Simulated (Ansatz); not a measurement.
A series of calculations on C2H9BOSi

Part 1: Relaxation

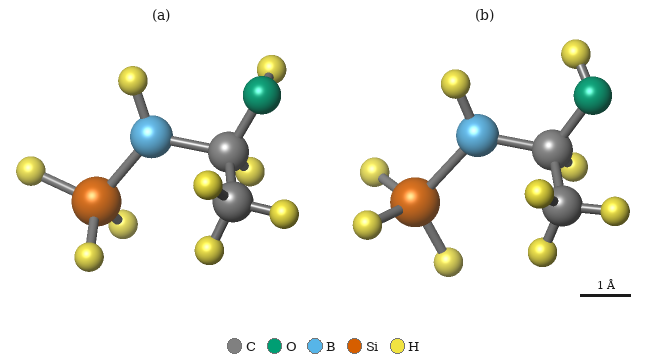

The structure of C2H9BOSi before (left) and after (right) a relaxation, at one scale.

Style: ball-and-stick. Shown at a tilt.

The run prepares an end point of a later path (torsion) calculation, from a guessed geometry.

All numbers below come from RKS r2SCAN/6-31G in Ansatz 0.2.0.

The input:
```yaml
crystal:
  periodic: [false, false, false]
  atoms:
    - { symbol: C, position_ang: [-1.3055, 0.2517, -0.956] }
    - { symbol: C, position_ang: [-0.5777, -0.7947, -0.2336] }
    - { symbol: O, position_ang: [-1.5129, -1.7137, 0.2966] }
    - { symbol: B, position_ang: [0.3946, -0.1524, 0.9338] }
    - { symbol: Si, position_ang: [1.8196, 1.002, 0.516] }
    - { symbol: H, position_ang: [-0.6606, 1.0308, -1.4565] }
    - { symbol: H, position_ang: [-1.9908, 0.8493, -0.2621] }
    - { symbol: H, position_ang: [-1.9439, -0.1481, -1.7652] }
    - { symbol: H, position_ang: [0.102, -1.2812, -0.9213] }
    - { symbol: H, position_ang: [-0.9777, -2.5597, 0.4802] }
    - { symbol: H, position_ang: [0.1135, -0.47, 2.0825] }
    - { symbol: H, position_ang: [2.78, 0.3144, -0.3316] }
    - { symbol: H, position_ang: [1.2765, 2.2472, -0.1545] }
    - { symbol: H, position_ang: [2.4702, 1.3953, 1.8007] }
basis:
  gaussian: { orbitals: "6-31G" }
hamiltonian:
  xc: r2scan
relax:
  f_tol: 0.015
  max_steps: 40
```

Command:
```bash
ansatz run input.yaml --threads 1 --pin off --max-ram 2048MiB --backend cpu --events-out ev --progress --plain --runs-dir out
```

Summarise the run.

Answer. H13 moves most after the best rigid fit: 1.13 Å. Largest moves by element: H 1.13 Å, C 0.20 Å, O 0.16 Å, B 0.15 Å, Si 0.11 Å. Some distances before and after: B4–Si5 1.881 → 2.030 Å, C2–B4 1.649 → 1.562 Å, C1–C2 1.465 → 1.547 Å, C2–O3 1.414 → 1.472 Å. Bond angles that change, for instance: B4–C2–H9 104.7° → 110.1°, C2–C1–H8 112.9° → 107.9°, H6–C1–H7 104.5° → 109.5°. Groups turn about B4–Si5 by about 55°, C2–O3 by about 45°. The energy falls by 0.711 eV in 21 accepted moves (24 points after the start). Largest force component: 3.1 eV/Å at the start, 0.0067 eV/Å at the end. The line search rejected the trial steps at points 7, 10, 19 of the run. The forces were under the threshold at step 20, but the run went on from there.

Limits of the set-up: the basis has no polarisation functions, which atoms past neon need.

Part 2: Relaxation

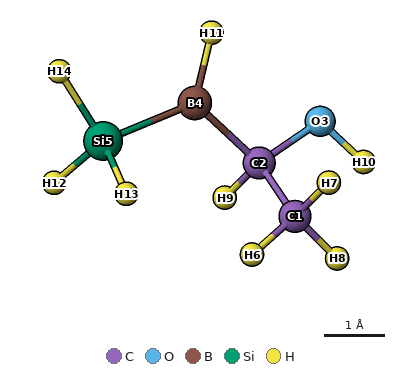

This is the input geometry for a relaxation of C2H9BOSi. Style: ball-and-stick. Shown at a tilt.

The run prepares an end point of a later path (torsion) calculation, from a guessed geometry.

All numbers below come from RKS r2SCAN/6-31G in Ansatz.

Input
```yaml
crystal:
  periodic: [false, false, false]
  atoms:
    - { symbol: C, position_ang: [-1.3055, 0.2517, -0.956] }
    - { symbol: C, position_ang: [-0.5777, -0.7947, -0.2336] }
    - { symbol: O, position_ang: [-1.5129, -1.7137, 0.2966] }
    - { symbol: B, position_ang: [0.3946, -0.1524, 0.9338] }
    - { symbol: Si, position_ang: [1.8196, 1.002, 0.516] }
    - { symbol: H, position_ang: [-0.6606, 1.0308, -1.4565] }
    - { symbol: H, position_ang: [-1.9908, 0.8493, -0.2621] }
    - { symbol: H, position_ang: [-1.9439, -0.1481, -1.7652] }
    - { symbol: H, position_ang: [0.102, -1.2812, -0.9213] }
    - { symbol: H, position_ang: [-2.21434, -1.82755, -0.43202] }
    - { symbol: H, position_ang: [0.1135, -0.47, 2.0825] }
    - { symbol: H, position_ang: [2.78, 0.3144, -0.3316] }
    - { symbol: H, position_ang: [1.2765, 2.2472, -0.1545] }
    - { symbol: H, position_ang: [2.4702, 1.3953, 1.8007] }
basis:
  gaussian: { orbitals: "6-31G" }
hamiltonian:
  xc: r2scan
relax:
  f_tol: 0.015
  max_steps: 40
output:
  orbitals: {}
```

Launched with:
```bash
ansatz run input.yaml --threads 1 --pin off --max-ram 2048MiB --backend cpu --events-out ev --progress --plain --runs-dir out
```

> What does the optimiser find from here?

After 21 geometry steps the energy has fallen by 0.654 eV. The largest force component goes from 3.5 to 0.006 eV/Å. The atom that moves furthest after the best rigid fit is H13 (1.08 Å). By element the largest moves are H 1.08 Å, B 0.26 Å, O 0.20 Å, C 0.17 Å, Si 0.08 Å. Among the contacts that change: B4–Si5 1.881 → 2.031 Å, C2–B4 1.649 → 1.564 Å, C1–C2 1.465 → 1.551 Å, Si5–H12 1.454 → 1.509 Å. Among the angles between lasting bonds that change: B4–C2–H9 104.7° → 110.0°, H6–C1–H7 104.5° → 109.1°, B4–Si5–H12 109.9° → 114.3°. Groups turn about B4–Si5 by about 55°. The run took 2.4 min on 1 thread of Arm Neoverse V2, on a shared host, peak memory 0.19 GiB.

Step by step:

```csv
step,"E − E(0), eV","largest force component, eV/Å"
0,0.0000,3.4809
1,-0.5135,1.3369
2,-0.6159,0.2703
3,-0.6213,0.1534
4,-0.6241,0.0335
5,-0.6252,0.0530
6,-0.6273,0.1356
7,-0.6304,0.0962
8,-0.6361,0.1316
9,-0.6380,0.1922
10,-0.6432,0.1055
11,-0.6473,0.0576
12,-0.6478,0.1694
13,-0.6504,0.0930
14,-0.6517,0.0324
15,-0.6524,0.0357
16,-0.6531,0.0583
17,-0.6534,0.0407
18,-0.6538,0.0130
19,-0.6539,0.0128
20,-0.6539,0.0104
21,-0.6539,0.0060
```

Final geometry:

```xyz
14

C    -1.2657    0.2158   -1.1209
C    -0.6043   -0.8013   -0.1551
O    -1.6258   -1.6601    0.4557
B     0.1674   -0.0328    0.9670
Si    1.8266    1.0648    0.5585
H    -0.5218    0.8445   -1.6241
H    -1.9687    0.8576   -0.5776
H    -1.8299   -0.3222   -1.8953
H     0.1027   -1.4183   -0.7463
H    -2.1151   -2.1306   -0.2536
H    -0.2558   -0.0575    2.0863
H     2.2961    0.9724   -0.8724
H     1.5691    2.5237    0.8528
H     2.9759    0.6470    1.4418
```

After the run, drawn alike:

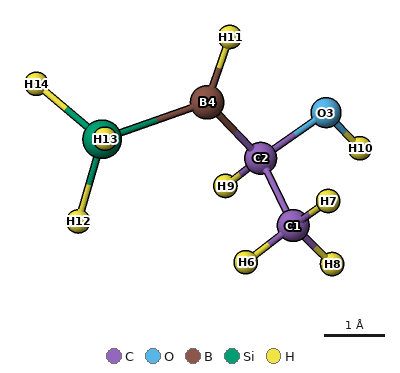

Limits of the set-up: the basis has no polarisation functions, which atoms past neon need.

Part 3: Path

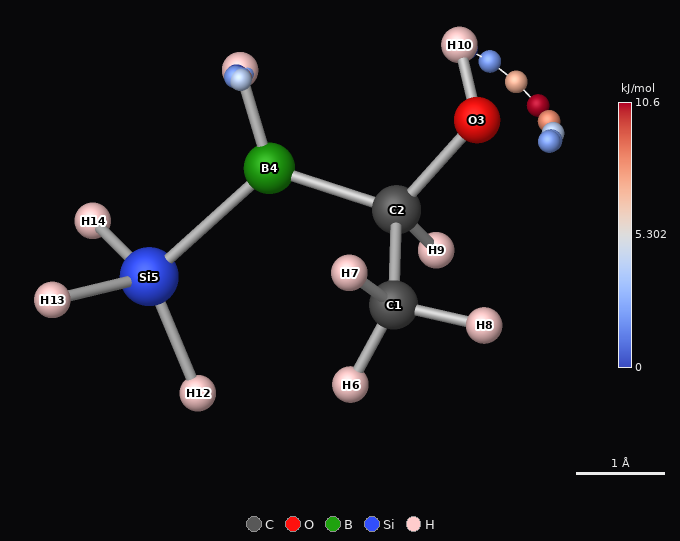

A search for the minimum-energy path of C$_{2}$H$_{9}$BOSi by the nudged elastic band. Images are numbered from 0 (start) to 8 (end). The start is drawn whole; smaller spheres mark the moving atoms (H) in the later images, joined by lines and coloured by the energy of the image relative to the start. Style: ball-and-stick. Shown at a tilt.

Level of theory: RKS r2SCAN/6-31G in Ansatz 0.2.0. Set-up: 7 movable images; climbing image; force threshold 0.05 eV/Å; iteration limit 33; starting path by image-dependent pair potential.

Question: Describe the path and its energy.

Answer: The motion is a rotation about the C–O bond by about 145°. No bond forms or breaks between the ends. Among the angles between lasting bonds that change up to the highest image: O–C–B 116.2° → 112.2°, C–C–O 104.8° → 106.8°. The highest point, image 4, lies 10.6 kJ/mol above the start and 8.3 kJ/mol above the end; the end is at +2.3 kJ/mol relative to the start. The band is converged. At the top, the vibrational analysis gives one imaginary mode (341i cm⁻¹), as a transition state must have.

Limits of the set-up: the basis has no polarisation functions, which atoms past neon need.

The run took 7.7 min on 1 thread of Arm Neoverse V2 (shared host), peak memory 0.15 GiB.
